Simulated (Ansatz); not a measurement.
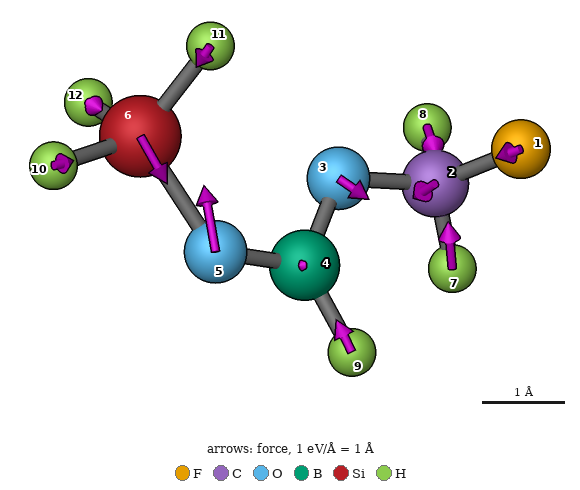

Starting geometry of CH6BFO2Si with the computed forces as purple arrows. Style: ball-and-stick. Shown from a free direction.

The start comes from PBE-D4/def2-SVP.

Computed with Ansatz 0.2.0, RKS PBE0-D4/def2-TZVP. (force threshold 0.005 eV/Å; at most 150 steps)

> What follows when this structure is relaxed?

It isn't relaxed: the largest force vector, on O5, is 0.86 eV/Å. The final displacements follow the starting forces only in part (cosine between the two patterns 0.41). After 8 accepted moves (9 points after the start) the energy has fallen by 0.067 eV. Largest force component: 0.75 eV/Å at the start, 0.0022 eV/Å at the end. The line search rejected the trial step at point 8 of the run. The largest move after the best rigid fit is that of H8, 0.074 Å. By element the largest moves are H 0.074 Å, O 0.067 Å, F 0.045 Å, B 0.044 Å, C 0.023 Å, Si 0.017 Å. Among the contacts that change: O5–Si6 1.705 → 1.660 Å, C2–H8 1.112 → 1.092 Å, C2–H7 1.115 → 1.095 Å, B4–H9 1.217 → 1.198 Å. Among the angles between lasting bonds that change: B4–O5–Si6 127.7° → 130.9°.
